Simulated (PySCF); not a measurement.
Molecule: SMILES CCC[CH2][AlH][CH3]. Atoms near the plane z = 1.2 Å, at the GFN2-xTB optimised geometry (x, y, z in Å): Al1 (0.4, -1.8, 0.0), H2 (-0.3, -3.2, 0.0), C3 (2.4, -1.8, 0.0), H5 (2.8, -2.9, -0.1), H6 (2.9, -1.4, 0.9), C7 (-0.7, -0.2, 0.0), C8 (-0.1, 0.9, 0.8), C9 (-0.8, 2.3, 0.7), C10 (-2.2, 2.2, 1.3), H12 (-1.7, -0.5, 0.4), H13 (0.0, 0.6, 1.9), H14 (0.9, 1.1, 0.5), H15 (-0.2, 3.0, 1.2), H17 (-2.2, 1.9, 2.3), H18 (-2.9, 1.5, 0.8), H19 (-2.7, 3.2, 1.2).

Calculation: PySCF with PBE0/def2-SVP. Cells within 0.4 Å of a nucleus heavier than hydrogen are left out (blank, or x). The values are rescaled to run from 0 to 1.

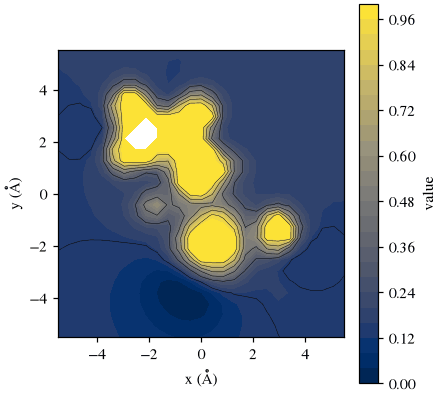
Figure. a field on the plane z = 1.2 Å.

Question: Which quantity is mapped?
A) electron localisation function
B) deformation density (molecule minus spherical neutral atoms)
C) electrostatic potential
D) an orbital amplitude

Answer: C, electrostatic potential. In full: electrostatic potential (hartree/e), clipped to [-0.08, 0.12].
